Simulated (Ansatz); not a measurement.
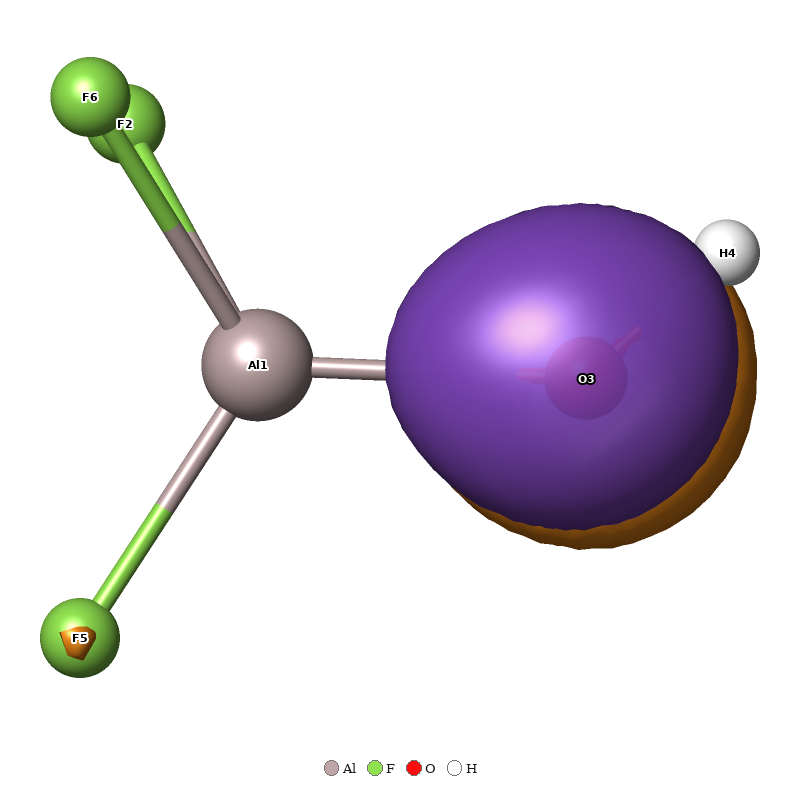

The picture shows: AlF₃HO (doublet). The HOMO (α) at ±0.2 Å⁻³ᐟ² (orange and purple are the two phases), seen across its widest extent.

The calculation used UKS BHLYP-D4/def2-SVP in Ansatz.

The calculation's input:

```
crystal:
  periodic: [false, false, false]
  atoms:
    - { symbol: Al, position_ang: [-0.029806, 0.037484, 0.294582] }
    - { symbol: F, position_ang: [0.343671, 1.368417, 1.246374] }
    - { symbol: O, position_ang: [1.154695, -0.783605, -0.545776] }
    - { symbol: H, position_ang: [2.094512, -0.656598, -0.564299] }
    - { symbol: F, position_ang: [-1.600595, -0.199363, -0.100385] }
    - { symbol: F, position_ang: [-0.043078, -0.718236, 2.209605] }
magnetization:
  spin_polarized: true
  initial_magnetization: 1
basis:
  gaussian: { orbitals: def2-SVP }
hamiltonian:
  xc: { name: BHLYP }
  dispersion: d4
relax:
  f_tol: 0.03
  max_steps: 50
output:
  orbitals: {}
```

Run with:

```sh
ansatz run input.yaml --threads 2 --pin off --max-ram 3072MiB --backend cpu --events-out ev --progress --plain --runs-dir out
```

The fields are those of the relaxed geometry.

What is the character of this orbital?

It lies mainly on O3 (about 85 %); largely a lone pair of O3. Its energy is −11.25 eV.
